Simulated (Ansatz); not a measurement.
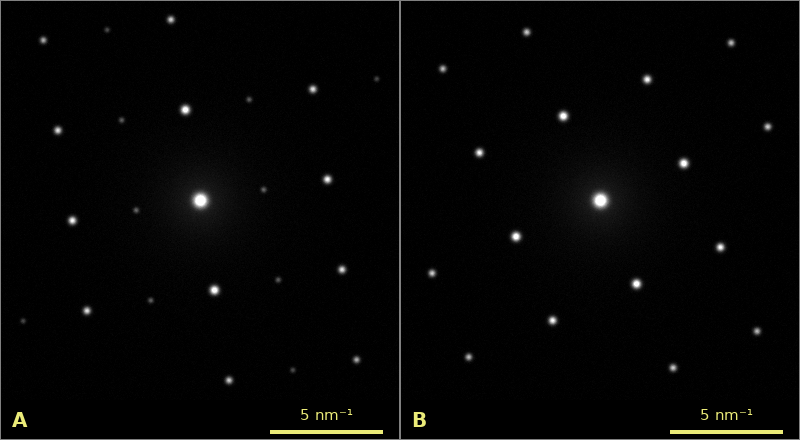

Kinematic electron diffraction patterns (300 kV, B = 0.5 Å², same scale, each along a low-index zone) of two structures of composition ZrTa, each relaxed at zero pressure with DFT PBE, scalar-relativistic, plane waves, PAW in Ansatz.

The structures (standard cells):
1. Fd-3m (No. 227), a = 6.866 Å, 16 atoms; generated start, possibly hypothetical
2. Pm-3m (No. 221), a = 3.441 Å, 2 atoms; generated start, possibly hypothetical

> Which pattern belongs to which structure, and along which zone?

A is structure 2 along [110] or an equivalent direction: rectangular net of 0 0 1 (weak) at d = 3.44 Å and 1 -1 0 at d = 2.43 Å, 90.0° apart. B is structure 1 along [001] or an equivalent direction: square net of 2 -2 0 at d = 2.43 Å and 2 2 0 at d = 2.43 Å, 90.0° apart (some points of this net are extinct or too weak to see).

> Rank the structures by their computed energy.

Structure 1 (Fd-3m, 20.23 Å³ an atom) is the lowest of these; structure 2 (Pm-3m, 20.37 Å³ an atom) lies about 72 meV an atom higher. These are static energies at 0 K; other structures, not shown, may lie lower still.
